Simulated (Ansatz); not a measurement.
## Electronic structure of AlCl3···H2S in real space

```yaml
atoms:
  - { symbol: Al, position_ang: [0.0917, 0.2397, -0.0665] }
  - { symbol: Cl, position_ang: [-0.0209, 0.3750, 2.1233] }
  - { symbol: Cl, position_ang: [1.9020, 0.6367, -1.0392] }
  - { symbol: Cl, position_ang: [-1.7121, 0.0868, -1.1289] }
  - { symbol: S, position_ang: [0.2927, -3.0707, 0.8647] }
  - { symbol: H, position_ang: [-1.0244, -3.2013, 0.5330] }
  - { symbol: H, position_ang: [-0.0082, -2.1901, 1.8948] }
```

Not at a stationary point (largest force 1.2 eV/Å).

Method: RKS PBE/def2-SVP (Ansatz 0.2.0).

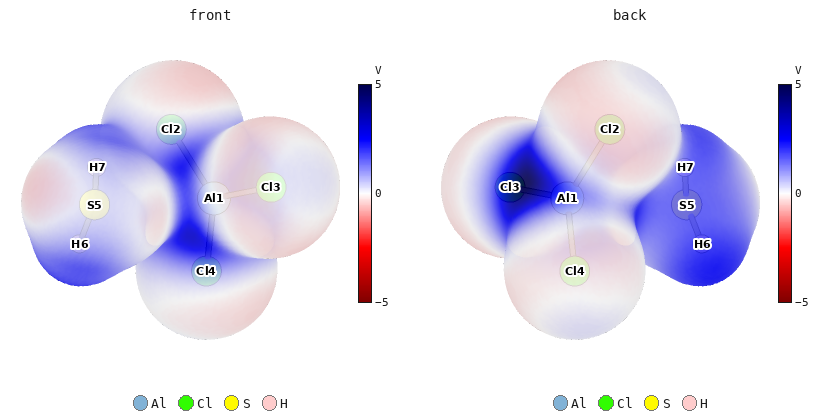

Figure 1. The molecular electrostatic potential painted on the density surface at 0.004 e/bohr³, seen from the front and from behind; the colour scale runs from red (negative) to blue (positive).

> Describe the electrostatic potential map.

The most negative region (about −0.4 V, or −9 kcal/mol for a unit charge) lies over Cl2 and S5, the most positive (about +4.4 V, or +101 kcal/mol for a unit charge) over Al1. Cl3 shows a σ-hole: about +0.2 V at the tip opposite its bond, against about −0.2 V on its flanks.

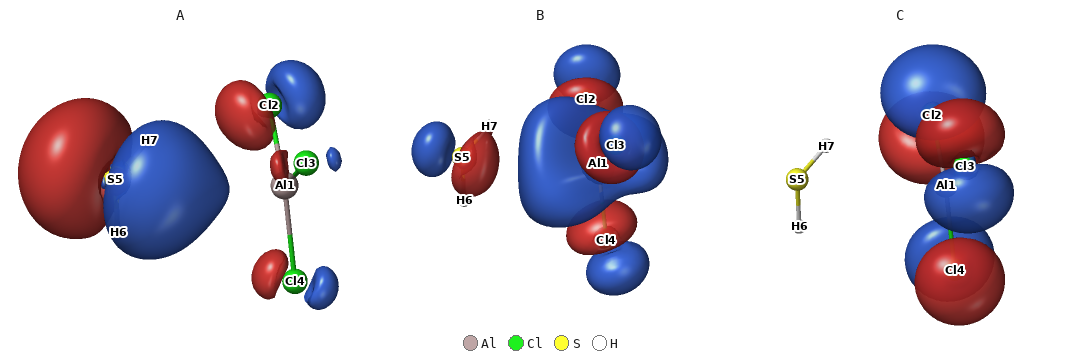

Figure 2. Three frontier orbitals at ±0.08 Å⁻³ᐟ² (blue and red are the two phases), in no order.

> Order the three orbitals by energy and name them.

C is the HOMO−1 (−7.61 eV). Its weight (Hirshfeld) is mainly on Cl2 (about 50 %), Cl3 (about 25 %) and Cl4 (about 25 %); largely a combination of lone pairs on Cl2, Cl3 and Cl4. A is the HOMO (−6.90 eV). By Hirshfeld shares it lies mainly on S5 (about 80 %); largely a lone pair of S5. B is the LUMO (−2.09 eV). It lies mainly on Al1 (about 45 %), Cl2 (about 15 %), Cl3 (about 15 %), Cl4 (about 15 %) and S5 (about 10 %).

> What is the HOMO–LUMO gap?

4.81 eV between the orbital energies.

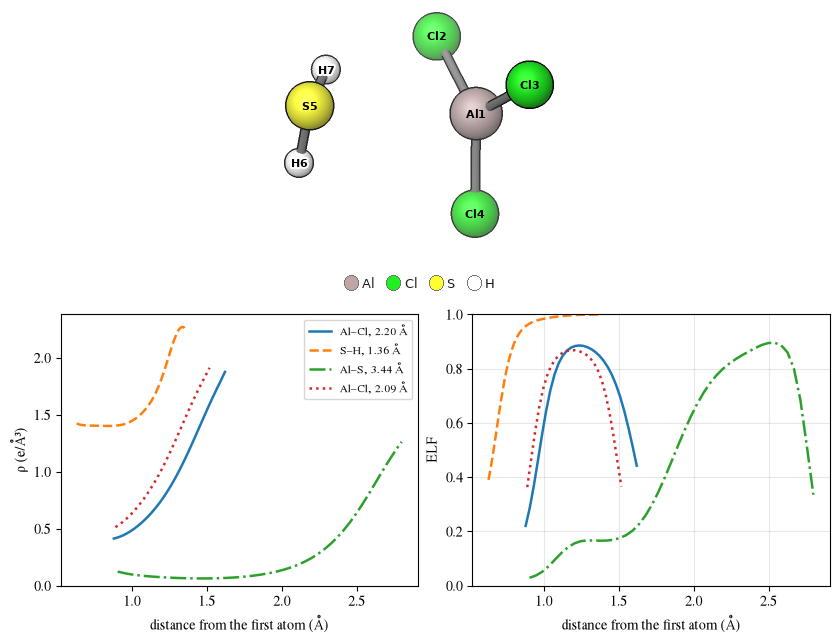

Figure 3. Electron density and electron localisation function along straight lines between neighbouring atoms. The curves leave out the atomic cores. The structure is drawn too.

> What can be read from the curves?

Al–Cl (2.20 Å): ρ is about 0.59 e/Å³ halfway; the ELF peaks at about 0.90 in the valence shell of Cl, 1.0 Å from its nucleus, and is about 0.80 at the midpoint.
S–H (1.36 Å): the density is about 1.4 e/Å³ at the midpoint; the ELF climbs to about 1 towards the hydrogen, as it does in any bond to H.
Al1···S5 (3.44 Å): the density falls to about 0.06 e/Å³ on the way; the ELF peaks at about 0.90 in the valence shell of S, 0.9 Å from its nucleus, and is about 0.30 at the midpoint.
Al–Cl (2.09 Å): ρ at the midpoint is about 0.71 e/Å³; the ELF peaks at about 0.85 in the valence shell of Cl, 0.9 Å from its nucleus, and is about 0.80 at the midpoint.

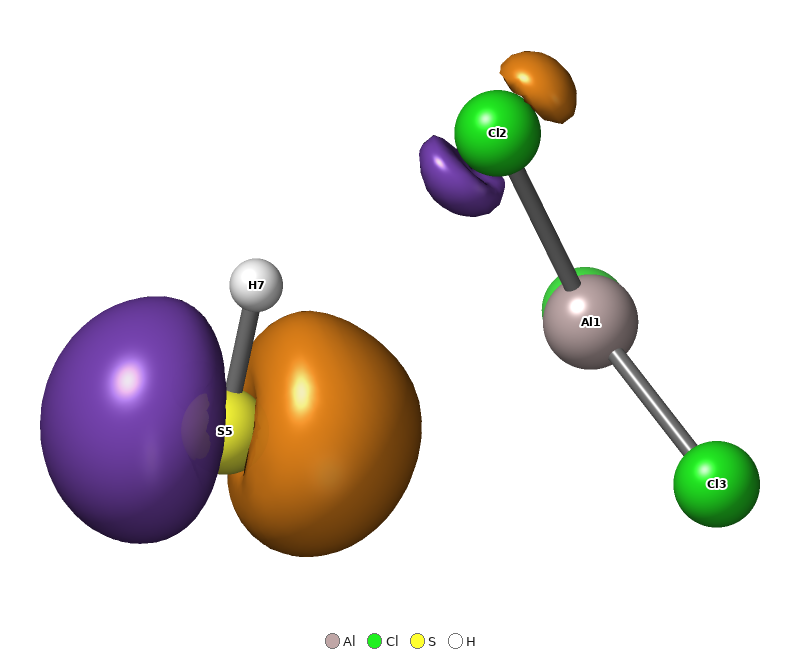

Figure 4. One frontier orbital at ±0.15 Å⁻³ᐟ² (orange and purple are the two phases), seen from one side.

> Which orbital is it: HOMO or LUMO?

The HOMO, at −6.90 eV. Its weight (Hirshfeld) is mainly on S5 (about 80 %); largely a lone pair of S5.
